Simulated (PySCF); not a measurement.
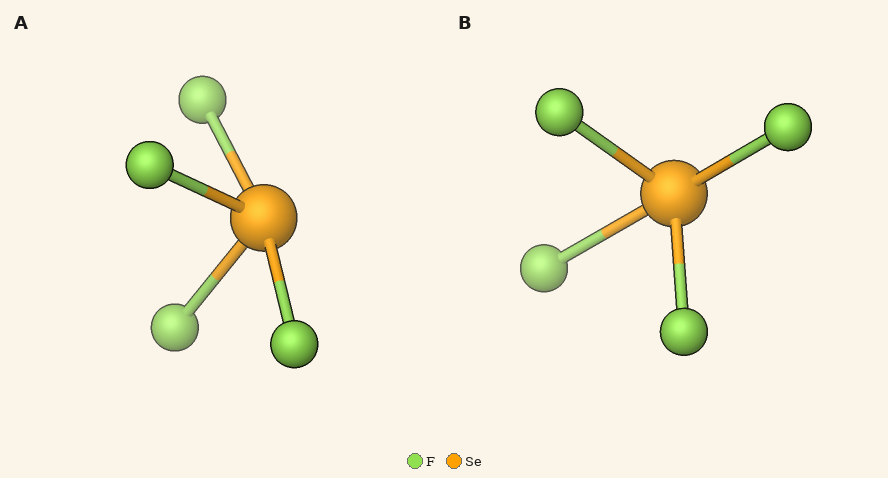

Atoms fade into the background with distance from the viewer. The geometry was computed by an optimisation with PBE0-D3(BJ)/def2-SVP. No frequency run is at hand to confirm it as a minimum.

Question: Are A and B the same structure? If not, how do they differ?

Answer: Yes. They are the same structure, SeF4 (F[Se](F)(F)F), seen from two directions. With point group C2v it is achiral, so its mirror image would be the same too.
